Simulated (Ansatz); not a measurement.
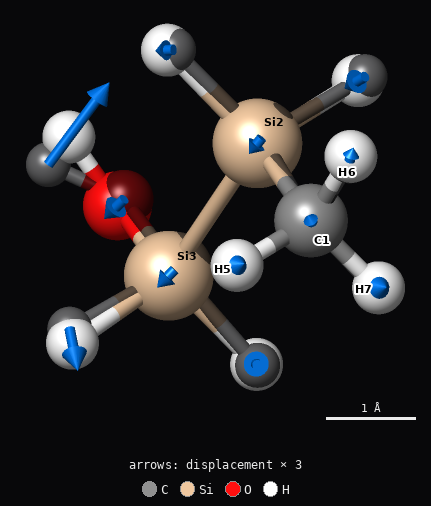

This is a relaxation of CH$_{8}$OSi$_{2}$ (coarse preliminary run). The starting structure is drawn faded, the final one solid; blue arrows show the displacements, magnified 3 times. The two geometries are superimposed by the best rigid fit.

A ball-and-stick model, seen from a free direction.

The start comes from a force field.

These are results of RKS PBE-D4/def2-SVP in Ansatz, not measurements. Settings: force threshold 0.03 eV/Å; at most 200 steps.

Which element moves most?

Answer. Hydrogen: up to 0.39 Å, against 0.13 Å for oxygen.

What did the optimiser do to the structure, and how much energy did it gain?

Answer. The energy falls by 0.221 eV in 9 geometry steps. Largest force component: 1.8 eV/Å at the start, 0.013 eV/Å at the end. The forces were under the threshold at step 6, but the run went on from there. The largest move after the best rigid fit is that of an H atom, 0.39 Å. By element the largest moves are H 0.39 Å, O 0.13 Å, Si 0.09 Å, C 0.05 Å. Near-neighbour distances that change, for instance: O–Si 1.639 → 1.692 Å, H–Si 1.466 → 1.512 Å, C–H 1.064 → 1.109 Å, H–O 0.945 → 0.973 Å. Among the angles between lasting bonds that change: O–Si–H 112.3° → 105.4°, O–Si–H 105.7° → 112.2°, H–C–H 112.3° → 108.1°. Groups turn about O–Si by about 35°. The run took 11 s on 4 threads of Arm Neoverse V2, with other jobs on the host.
